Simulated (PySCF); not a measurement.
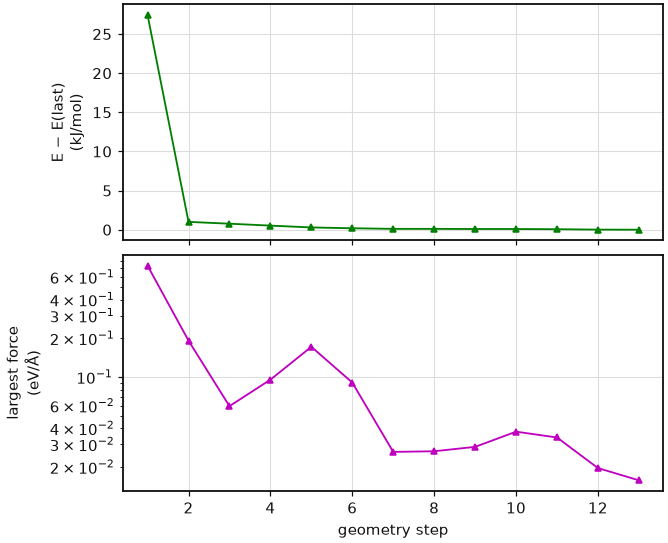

History of a geometry optimisation.

The run: H8O2Si3 (SMILES [SiH3]O[SiH2]O[SiH3]), by PBE0-D3(BJ)/def2-SVP, geometry optimisation (PySCF).

### How did it end, and what did it gain?

The optimisation met its thresholds at geometry 13, counting the start as the first. The energy fell by about 27 kJ/mol from the first step to the last. The largest force goes from about 0.73 eV/Å at the start to 0.016 eV/Å at the end.

### By which step was nine tenths of the energy gained?

By step 2 of 13.
